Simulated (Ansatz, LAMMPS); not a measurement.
# (K,Na)Cl at 900 K with crystalline order left by the classical run (76 atoms) in motion

Aim: follow (K,Na)Cl at 900 K with crystalline order left by the classical run (76 atoms) for a short time with forces from DFT, then look at structure and electrons in the last frame.

Program: Ansatz 0.2.0. Level of theory: Kohn-Sham DFT, PBE, PAW (set soft_2), plane waves. Results are calculated unless marked as measured.

## (1) The structure

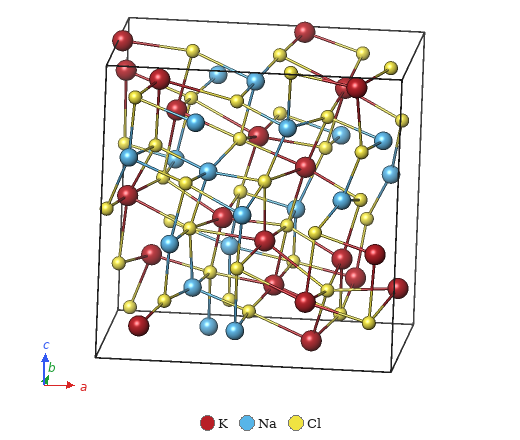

The starting structure, seen slightly off an axis (potassium red, sodium blue, chlorine yellow). Some periodic images of atoms are drawn too.

The cell holds 76 atoms: 21 K, 17 Na and 38 Cl. Cell: a = 13.595 Å, b = 13.595 Å, c = 13.595 Å, α = 90.0°, β = 90.0°, γ = 90.0°. 76 atoms (21 K, 17 Na, 38 Cl) placed at random at 1.69 g/cm³, melted at 1800 K for 10 ps at fixed volume with the Lennard-Jones and Coulomb ion parameters for SPC/E (Joung and Cheatham, J. Phys. Chem. B 112, 9020 (2008)), full charges. Snapshot at the end of a hold of 20 ps at 900 K and fixed volume.

Limits known from the start: The starting topology of bonds comes from the classical model, and needn't be the one that DFT or experiment would give. The ion parameters were fitted for water, not for melts, so the starting structure of this cell may lie well off the real melt's. Only the Γ point is sampled, in a cell whose shortest periodic width is 14 Å.

## (2) Dynamics at 900 K

A Nosé–Hoover thermostat steers the temperature while disturbing the dynamics little. The time step is 2.0 fs.

input.yaml

```yaml
crystal:
  lattice:
    - [13.5954, 0.0, 0.0]
    - [0.0, 13.5954, 0.0]
    - [0.0, 0.0, 13.5954]
  atoms:
    - { symbol: K, position: [0.93054, 0.00948, 0.39777] }
    - { symbol: K, position: [0.69758, 0.05691, 0.21558] }
    - { symbol: K, position: [0.47019, 0.74282, 0.65904] }
    - { symbol: K, position: [0.70156, 0.35966, 0.03446] }
    [... 66 atom lines left out ...]
    - { symbol: Cl, position: [0.93825, 0.32267, 0.98474] }
    - { symbol: Cl, position: [0.53174, 0.24895, 0.58881] }
    - { symbol: Cl, position: [0.45898, 0.10566, 0.31059] }
    - { symbol: Cl, position: [0.53666, 0.67915, 0.9507] }
    - { symbol: Cl, position: [0.72221, 0.05074, 0.45443] }
    - { symbol: Cl, position: [0.16819, 0.96573, 0.31761] }
kpoints:
  mp_grid: { grid: [1, 1, 1] }
hamiltonian:
  xc: pbe
scf:
  occupations: { method: fermi_dirac, width: 0.078 }
output:
  forces: true
md:
  timestep: 2.0
  n_steps: 94
  ensemble: nvt_nose_hoover
  temperature: 900
  initial_velocities: maxwell_boltzmann
  seed: 1215
```

Launch:

```
ansatz run input.yaml --threads 4 --pin off --max-ram 8192MiB --backend cpu --events-out ev --progress --plain --runs-dir out
```

Elapsed: 15 min, on 4 threads of AMD EPYC 7R43, shared host; peak memory 3.1 GiB.

The program notes that it switched symmetry off.

Rows from the run:

```csv
time (fs),T (K),potential (meV/atom),conserved (meV/atom)
0.0,900,0.0,0.00
12.0,838,8.0,0.01
26.0,751,19.3,0.02
38.0,713,25.0,0.02
50.0,720,25.3,0.02
62.0,773,20.5,0.02
76.0,858,12.8,0.01
88.0,911,9.2,0.01
100.0,950,7.4,0.01
112.0,948,10.7,0.00
126.0,872,23.4,0.02
138.0,808,33.7,0.03
150.0,785,38.8,0.03
162.0,804,38.6,0.02
176.0,857,34.2,0.02
188.0,901,30.6,0.01
```

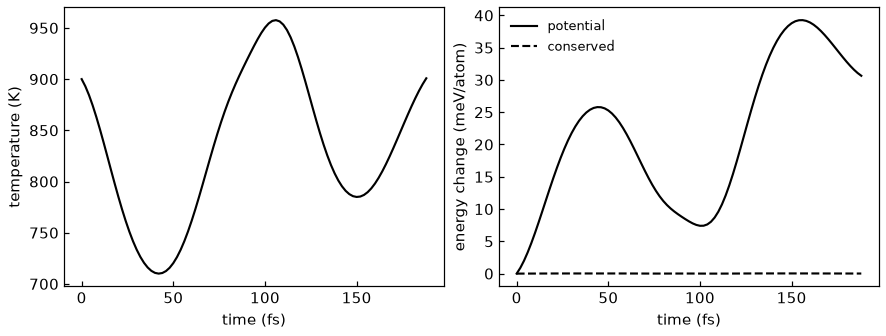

Temperature and energies against time.

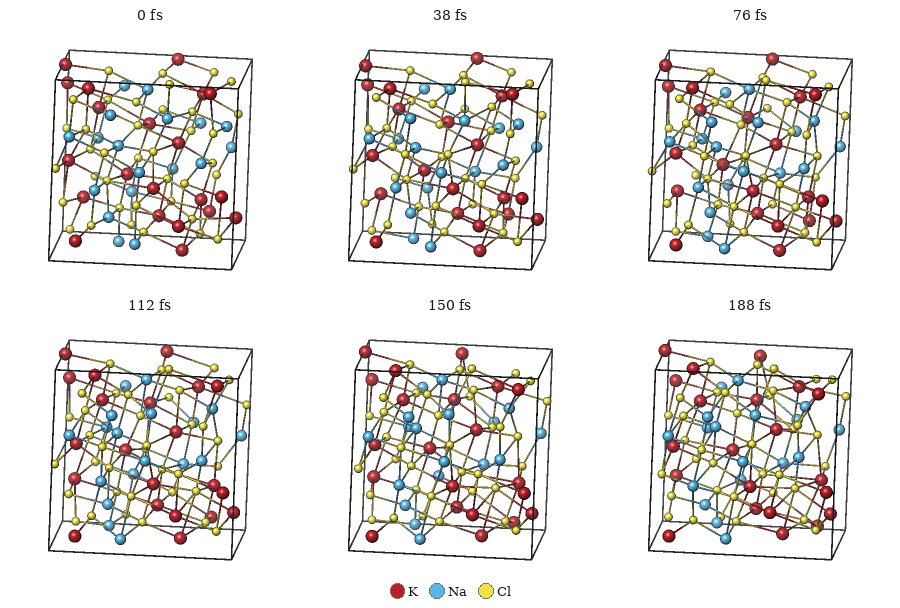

6 frames of the run.

Mean square displacement from the first frame to the last: K 0.98 Å², Na 0.81 Å², Cl 0.82 Å².

Mean square displacement against time lag:

```csv
time lag (fs),Cl (Å²),K (Å²),Na (Å²)
2.0,2.2e-4,2.3e-4,3.4e-4
4.0,8.9e-4,9.2e-4,0.00136
12.0,0.00795,0.00828,0.0121
16.0,0.0140,0.0147,0.0213
24.0,0.0312,0.0329,0.0469
28.0,0.0421,0.0446,0.0630
32.0,0.0545,0.0579,0.0810
40.0,0.0835,0.0895,0.122
44.0,0.100,0.108,0.145
50.0,0.127,0.137,0.182
54.0,0.147,0.159,0.208
62.0,0.189,0.206,0.262
66.0,0.211,0.231,0.290
70.0,0.234,0.257,0.318
78.0,0.282,0.312,0.375
82.0,0.307,0.341,0.404
90.0,0.357,0.400,0.459
94.0,0.383,0.430,0.486
```

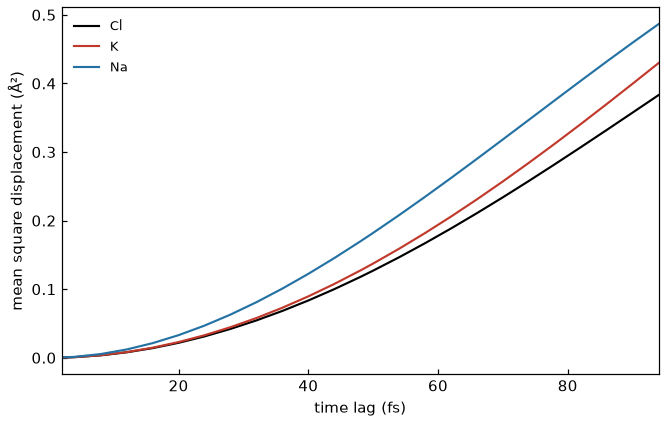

Mean square displacement, plotted against time lag.

Over the second half of 188 fs the temperature averages 864 K with swings of 60 K r.m.s. The conserved energy stays within 0.03 meV/atom. From first frame to last K has the largest mean square displacement, 0.98 Å² at the end; the farthest move is 2.07 Å. The run spans 0.19 ps, too short for its means to be equilibrium values.

## (3) Distances and neighbours late in the run

The g(r) is a mean over the second half; what follows it is taken at the last frame.

Density 1.69 g/cm³, 33.06 Å³ an atom.

Mean of 13 frames. Pair distribution functions g(r), in bins of 0.2 Å:

```csv
r (Å),total,Cl-Cl,Cl-K,Cl-Na,K-K,K-Na,Na-Na
2.30,0.04,0.00,0.00,0.17,0.00,0.00,0.00
2.50,0.53,0.00,0.00,2.35,0.00,0.00,0.00
2.70,1.00,0.00,0.33,4.04,0.00,0.00,0.00
2.90,1.30,0.00,2.17,3.12,0.00,0.00,0.00
3.10,1.65,0.00,3.99,2.42,0.00,0.00,0.11
3.30,1.40,0.02,3.35,1.73,0.00,0.18,1.22
3.50,0.91,0.17,1.91,1.01,0.08,0.24,1.49
3.70,0.87,0.69,1.33,0.68,0.62,0.52,1.41
3.90,1.01,1.34,0.89,0.61,1.02,1.07,1.68
4.10,1.06,2.15,0.21,0.36,1.68,1.17,2.25
4.30,1.34,2.67,0.25,0.40,2.35,1.68,2.61
4.50,1.27,2.08,0.13,0.41,2.54,2.59,2.19
4.70,1.46,2.41,0.27,0.45,2.62,3.04,2.15
4.90,1.17,1.60,0.55,0.67,2.63,1.56,1.47
5.10,1.01,1.34,0.85,0.89,1.21,0.90,0.70
5.30,0.77,0.69,0.86,1.00,0.36,0.66,0.46
5.50,0.70,0.37,0.99,0.92,0.40,0.57,0.54
5.70,0.63,0.24,0.90,0.97,0.31,0.49,0.41
5.90,0.73,0.44,0.93,1.06,0.36,0.61,0.59
6.10,0.74,0.74,0.78,0.92,0.34,0.60,0.66
6.30,0.74,0.45,0.87,0.98,0.61,0.65,0.86
6.50,0.86,0.64,0.99,1.08,0.79,0.70,0.77
6.70,1.02,0.64,1.21,1.48,0.84,0.66,0.93
```

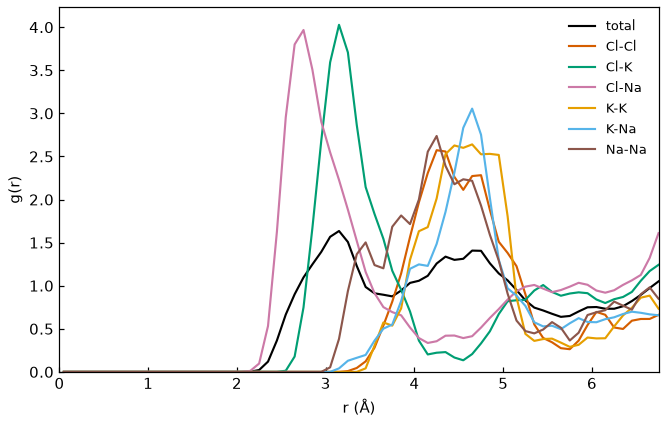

Pair distribution functions, lightly smoothed.

Bonds by pair of elements; cutoffs follow the first minimum of g(r), held within bounds set by covalent radii, and pairs that aren't listed don't count as bonded:

```csv
pair A-B,cutoff (Å),bonds,mean length (Å),spread (Å),shortest (Å),B about A,A about B
Cl-K,4.06,120,3.34,0.329,2.67,3.16,5.71
Cl-Na,3.56,79,2.92,0.276,2.37,2.08,4.65
```

The cutoff for Cl-Na falls short of the minimum of g(r), so counts run low and odd coordinations can be artefacts.

How many atoms have how many bonded neighbours:

```csv
element,mean,4,5,6
Cl,5.24,4,21,13
K,5.71,1,4,16
Na,4.65,8,7,2
```

Bond angles (no mean is given where the spread exceeds 20°):

```csv
angle,count,mean (°),spread (°)
Cl-K-Cl,286,-,-
K-Cl-Na,197,-,-
K-Cl-K,160,-,-
Cl-Na-Cl,148,-,-
Na-Cl-Na,72,-,-
```

Bond length by coordination (bonds to H left out):

```csv
element,coordination,atoms,mean bond length (Å)
Cl,4,4,3.02
Cl,5,21,3.17
Cl,6,13,3.21
K,4,1,3.34
K,5,4,3.37
K,6,16,3.33
Na,4,8,2.84
Na,5,7,2.97
Na,6,2,2.97
```

For some of the pairs, g(r) has its first main peak near 3.1 Å (Cl-K), 2.7 Å (Cl-Na) and 4.6 Å (K-Na).

## (4) Single point at the last frame

The last frame is solved again with fuller output, to read the electronic structure of a thermally displaced geometry.

input.yaml

```yaml
crystal:
  lattice:
    - [13.5954, 0.0, 0.0]
    - [0.0, 13.5954, 0.0]
    - [0.0, 0.0, 13.5954]
  atoms:
    - { symbol: K, position: [0.96194, 0.94901, 0.37955] }
    - { symbol: K, position: [0.64957, 0.07052, 0.23177] }
    - { symbol: K, position: [0.50633, 0.76463, 0.73348] }
    - { symbol: K, position: [0.7028, 0.36386, 0.0696] }
    [... 66 atom lines left out ...]
    - { symbol: Cl, position: [0.94237, 0.34037, 0.93713] }
    - { symbol: Cl, position: [0.52685, 0.22218, 0.57872] }
    - { symbol: Cl, position: [0.44958, 0.08311, 0.30678] }
    - { symbol: Cl, position: [0.50699, 0.68984, 0.94075] }
    - { symbol: Cl, position: [0.69644, 0.0208, 0.45153] }
    - { symbol: Cl, position: [0.18009, 0.89416, 0.37037] }
kpoints:
  mp_grid: { grid: [1, 1, 1] }
hamiltonian:
  xc: pbe
scf:
  occupations: { method: fixed }
output:
  forces: true
  stress: true
  populations: true
  dos:
    method: { smearing: { sigma: 0.08 } }
    de: 0.1
    projected: { site_lists: { Cl: [Cl], K: [K], Na: [Na] } }
  eigenvalues: true
  write_density: true
  write_potential: true
  volumetric_format: npy
```

Wall time 26 s (4 threads); peak memory 2.9 GiB; 1.7 min of CPU time.

Numbers from this run:

```
free energy                                      : -98715.7429 eV
free energy per atom                             : -1298.8914 eV/atom
SCF cycles                                       : 7
pressure                                         : -0.2638 GPa
r.m.s. force component                           : 0.3452 eV/Å
longest force                                    : 1.353 eV/Å
Fermi energy                                     : 0.8136 eV
gap (highest filled to lowest empty level) : 3.273 eV
spilling of the projection                       : 0.003157
```

Length of the force by element:

```csv
element,coordination,atoms,mean length of the force (eV/Å),spread,least,most
Cl,all,38,0.528,0.247,0.144,1.33
K,all,21,0.556,0.299,0.148,1.35
Na,all,17,0.521,0.271,0.147,1.28
```

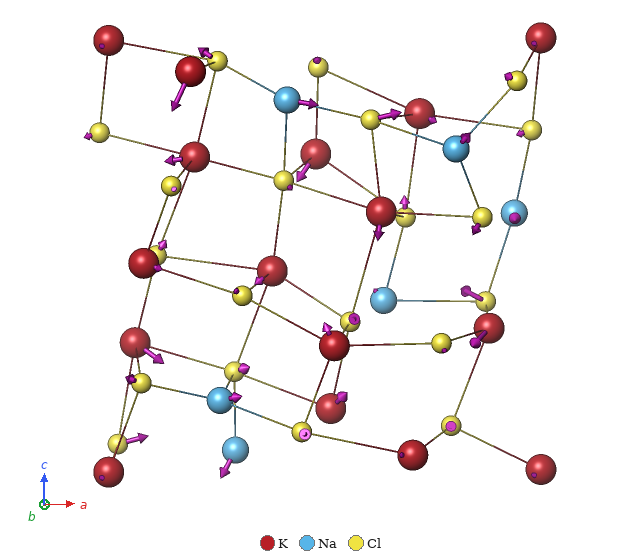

Forces as arrows; the longest in the cell is 1.35 eV/Å. Drawn is a slice 7 Å thick, seen along the normal of the ac plane.

Löwdin charges by element (they lack the spilled electrons, 0.025 e an atom on average):

```csv
element,coordination,atoms,mean charge (e),spread,least,most
Cl,all,38,-0.708,0.0131,-0.734,-0.672
K,all,21,0.784,0.0091,0.770,0.806
Na,all,17,0.727,0.0077,0.709,0.736
```

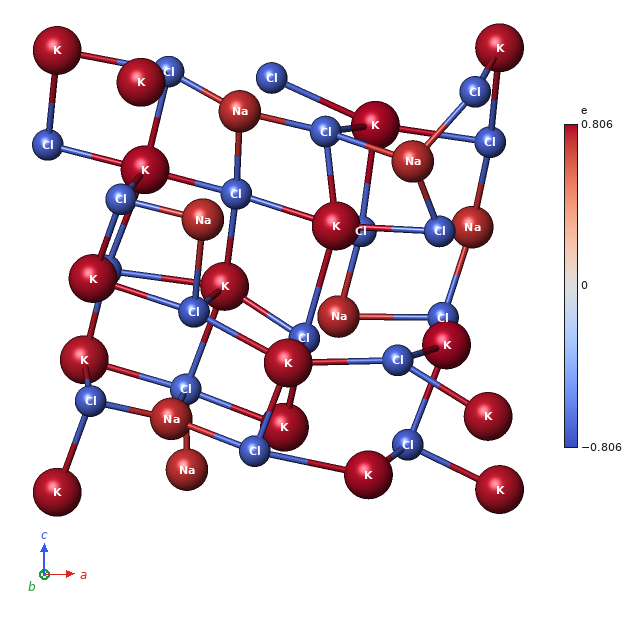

Atoms coloured by Löwdin charge. Drawn is a slice 7 Å thick, seen along the normal of the ac plane.

States in the cell by windows of 1 eV, zero at the Fermi level; the larger projections on atomic orbitals stand beside the total:

```csv
from (eV),to (eV),total,Cl p,Cl s,K p
-14,-13,55.9,0.1,40.7,12.7
-13,-12,106.0,0.3,26.6,78.0
-12,-11,40.0,0.2,5.2,34.5
-11,-3,0.0,0.0,0.0,0.0
-3,-2,41.8,38.7,0.1,0.1
-2,-1,144.7,139.7,0.2,0.4
-1,0,40.8,40.1,0.0,0.1
0,1,0.7,0.7,0.0,0.0
1,3,0.0,0.0,0.0,0.0
3,4,2.0,0.0,0.3,0.0
4,5,12.8,1.1,1.0,0.1
```

The curve was stored every 0.100 eV, coarse against its broadening of 0.08 eV, so these counts are rough.

With fixed occupations the program's Fermi level is the highest filled level; weight inside the gap is the broadening of levels at its edges.

Between -26 and -14 eV lie 102 more states.

About 77 of the 608 electrons lie in deeper levels, below the stored range.

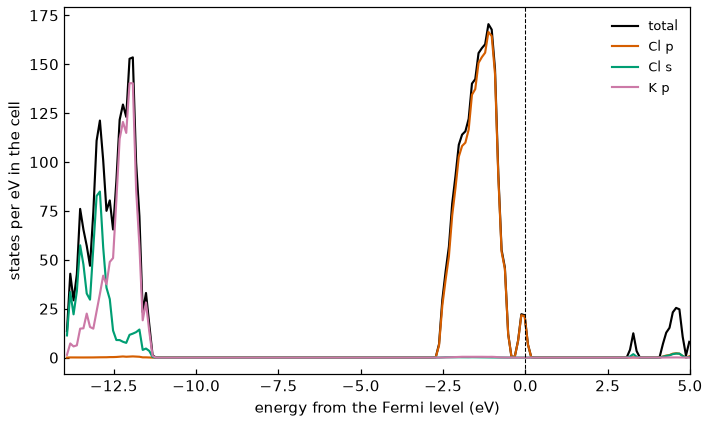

Total and projected density of states, with the broadening of the input.

The levels nearest the highest filled one (over half full), pooled over k-points and spins:

```csv
level less the highest filled one (eV),occupation
-0.656,2
-0.629,2
-0.593,2
-0.160,2
-0.0773,2
0,2
3.27,0
4.25,0
4.41,0
4.49,0
4.57,0
4.65,0
```

Mean Löwdin charges: Cl -0.71, K +0.78, Na +0.73 e (they miss 0.32 % of the electrons, so they add up to more than the cell's charge).

## (5) Summary of results

| Quantity | Value |
| --- | --- |
| mean temperature, second half | 864.2 K |
| temperature swing, second half | 60.16 K |
| slope of the conserved energy against time, by least squares | 0.0382 meV/atom/ps |
| free energy per atom | -1298.8914 eV/atom |
| pressure | -0.2638 GPa |
| r.m.s. force component | 0.3452 eV/Å |
| gap (highest filled to lowest empty level) | 3.273 eV |
| wall time of the 2 DFT runs | 15 min |

Over the second half of 188 fs the temperature averages 864 K with swings of 60 K r.m.s. The conserved energy stays within 0.03 meV/atom. The run spans 0.19 ps, too short for its means to be equilibrium values. Between filled and empty levels lie 3.27 eV (at Γ alone); a semilocal functional tends to put such gaps too low. In a disordered cell it changes from sample to sample, and tail or defect levels can set it.

What to keep in mind: The pressure of a single frame lacks the kinetic term, about 0.36 GPa here.

[Logs are printed without paths, hosts, clocks, repeated set-up lines and the standing remarks that a program may print on its own settings, such as how far it seeks lower states.]

[Hosts, paths, dates, database ids (printed as entryN), source tags and the programs' standing remarks are cut or masked in the printed files.]
